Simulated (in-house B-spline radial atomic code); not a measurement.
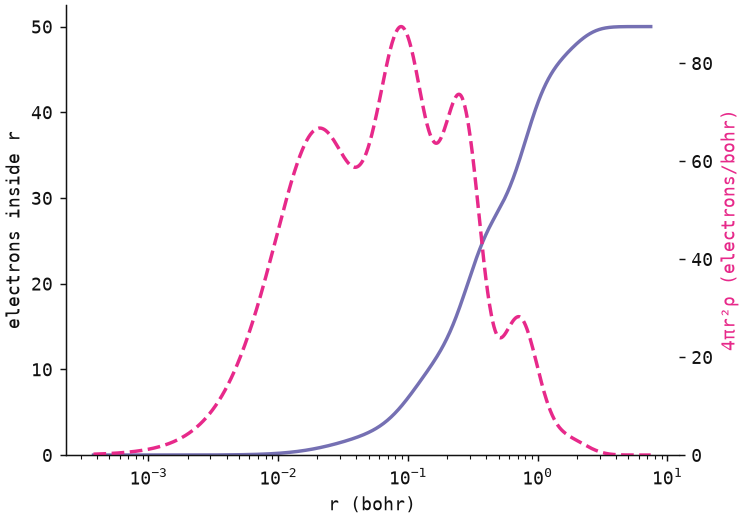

System: I³⁺ (Z = 53, 50 electrons), configuration [Kr] 4d10 5s2 5p2 (high spin). Method: non-relativistic PBEsol, spin-polarised, spherical fractional occupations, point nucleus, basis-set limit; computed with an in-house B-spline radial code.

The plot shows the number of electrons inside radius r (solid) and the radial density 4πr²ρ (dashed).

Q: Read the plot.

Answer: The count levels off at 50 electrons. Half of them lie within 0.380 bohr, 90 % within 1.34 bohr and 99 % within 2.79 bohr. The radial density has minima at 0.039, 0.17 and 0.51 bohr, where the count stands at 2.0, 11.4 and 28.9; these part the shells that the density resolves.
